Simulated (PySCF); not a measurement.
## Electronic structure of C$_{3}$H$_{7}$ClO$_{2}$Si$_{2}$ in real space

Input

```
{"job": {"kind": "nmr", "xc": "PBE0", "basis": "pcSseg-1"}, "charge": 0, "multiplicity": 1}
C     -2.338866     0.447088     0.901254
C     -1.499591     0.261341    -0.097096
C     -1.417671     0.916137    -1.448703
O     -0.286001     0.209262    -1.977682
Si     0.000159    -0.737432    -0.649019
Cl    -0.093434    -2.692136    -1.041777
O      1.373853    -0.436064     0.121435
Si     2.994398    -0.436911     0.327821
H     -2.264071    -0.118327     1.813856
H     -3.134501     1.174747     0.845833
H     -2.285815     0.737733    -2.085408
H     -1.196008     1.983815    -1.414079
H      3.133860     0.170347     1.646876
H      3.579215     0.358571    -0.747375
H      3.430059    -1.830181     0.276498
```

Launched as:

```sh
OMP_NUM_THREADS=1 python probes_run.py task.json out
```

Geometry: GFN2-xTB.

These are results of PySCF 2.14.0, PBE0/pcSseg-1, SCF density, gas phase, non-relativistic, not measurements.

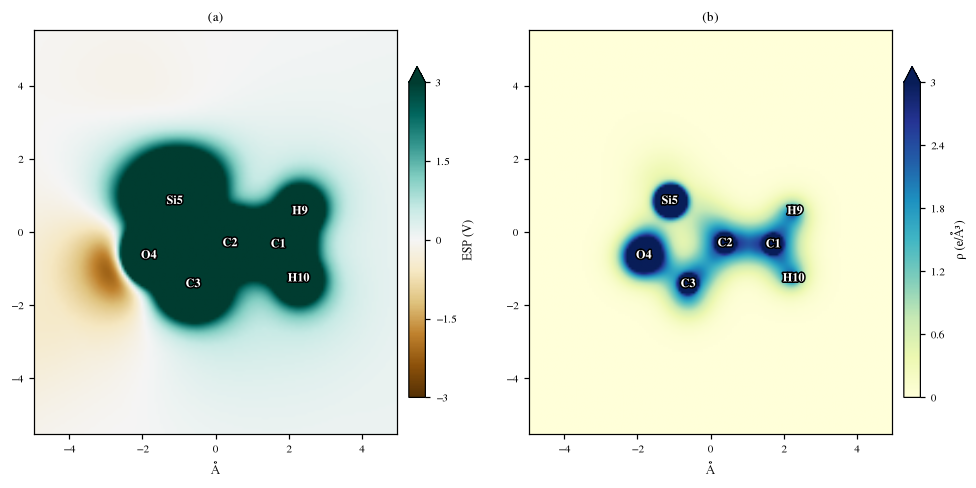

Figure 1. (a) molecular electrostatic potential; (b) electron density on the plane of atoms C3, O4 and Si5.

Question: What do the fields say about this system?

Answer: The section cuts through C, O, Si and H sites. C–C (1.32 Å): the density is about 2.3 e/Å³ at the midpoint. C–O (1.44 Å): ρ at the midpoint is about 1.9 e/Å³, with its minimum of 1.7 e/Å³ about 0.5 Å from C. C–Si (1.88 Å): ρ at the midpoint is about 0.92 e/Å³. C–H (1.08 Å): ρ is about 2 e/Å³ halfway. C–C (1.50 Å): ρ is about 1.7 e/Å³ halfway. Outside the dense part of the molecule the potential is most negative (−2.1 V) near O4.

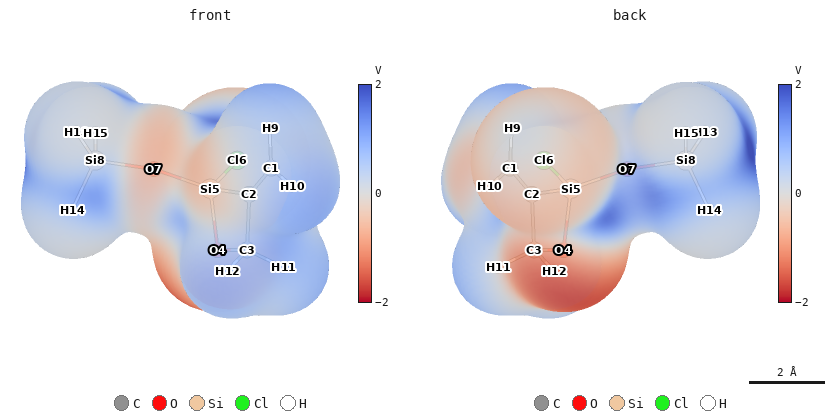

Figure 2. The molecular electrostatic potential painted on the density surface at 0.002 e/bohr³, seen from the front and from behind; red is negative and blue positive.

Question: Where is the surface potential most negative and most positive?

Answer: The most negative region (about −1.6 V, or −37 kcal/mol for a unit charge) lies over O4, the most positive (about +1.9 V, or +44 kcal/mol for a unit charge) over Si8. O4 is the likeliest acceptor of a hydrogen bond.

Question: How polar is the molecule by this calculation?

Answer: Its dipole moment is 1.90 D.
